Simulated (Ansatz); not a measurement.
# CH₇AlOSn: small, medium and large basis sets

Aim: see how fast density functionals converge with the basis set for CH₇AlOSn.

The runs use Ansatz 0.2.0, Gaussian basis; one geometry, several basis sets.

Levels to be run: PBE0-D4/def2-SVP; ωB97M-V/def2-SVP; PBE0-D4/def2-QZVPP; ωB97M-V/def2-QZVPP; the functionals' def2-TZVPP values are taken from earlier runs.

### 1 The relaxed structure

All runs share one geometry, relaxed beforehand with PBE0-D4 in a triple-zeta def2 set. Sn takes the def2 core potential; no spin-orbit term is included.

11 atoms, charge 0, spin multiplicity 1.

Atoms are counted from 1 here; the program's logs count them from 0.

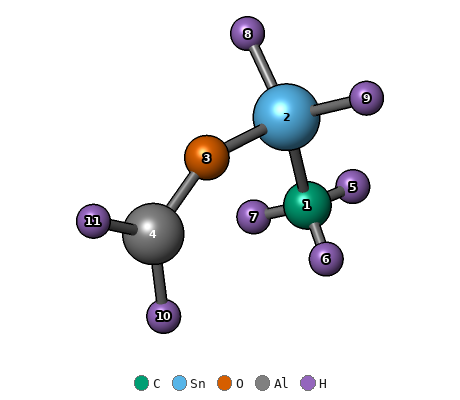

The structure; carbon teal, tin blue, oxygen orange, aluminium grey, hydrogen purple; atoms are numbered from 1 in the order of the file.

Coordinates:

```
C    -1.18674    1.38253   -0.11837
Sn   -0.82944   -0.43354    0.94042
O     0.78770   -1.23498    0.18580
Al    2.11976   -1.07414   -0.82040
H    -2.06650    1.88909    0.28082
H    -0.32182    2.03848   -0.01967
H    -1.34978    1.16560   -1.17413
H    -2.05936   -1.59753    0.71074
H    -0.48889   -0.18654    2.59748
H     2.33640    0.28520   -1.61473
H     3.12396   -2.29118   -0.94736
```

### 2 PBE0-D4 in def2-SVP

in.yaml reads:

```yaml
crystal:
  periodic: [false, false, false]
  atoms:
    - {symbol: C, position_ang: [-1.186738, 1.382526, -0.118369]}
    - {symbol: Sn, position_ang: [-0.829443, -0.433544, 0.940419]}
    - {symbol: O, position_ang: [0.787705, -1.234981, 0.185796]}
    - {symbol: Al, position_ang: [2.119763, -1.074135, -0.820396]}
    - {symbol: H, position_ang: [-2.066495, 1.889092, 0.280823]}
    - {symbol: H, position_ang: [-0.321823, 2.038484, -0.019670]}
    - {symbol: H, position_ang: [-1.349782, 1.165603, -1.174130]}
    - {symbol: H, position_ang: [-2.059361, -1.597525, 0.710736]}
    - {symbol: H, position_ang: [-0.488890, -0.186545, 2.597478]}
    - {symbol: H, position_ang: [2.336399, 0.285201, -1.614728]}
    - {symbol: H, position_ang: [3.123963, -2.291178, -0.947359]}
basis:
  gaussian: {orbitals: def2-SVP}
hamiltonian: {xc: pbe0, dispersion: d4}
output: {orbitals: {seedname: orbitals}}
```

The runs that follow: ωB97M-V in def2-SVP; PBE0-D4 in def2-QZVPP; ωB97M-V in def2-QZVPP.

**Question.** What will the summary of the whole plan be? Wanted: PBE0-D4: double and triple zeta above quadruple; ωB97M-V: double and triple zeta above quadruple.

**Answer**, as computed:

| quantity | value |
| --- | --- |
| PBE0-D4: double and triple zeta above quadruple | 7.01, 0.48 eV |
| ωB97M-V: double and triple zeta above quadruple | 7.18, 0.46 eV |

For PBE0-D4 the step from double to triple zeta gains 6.54 eV and the next only 0.48 eV. These are total energies; as a rule much of such shifts cancels in differences, which this series doesn't test. The LUMO of ωB97M-V is positive and keeps falling with the basis (1.11 to 0.47 eV): an unbound level that the basis holds in place.
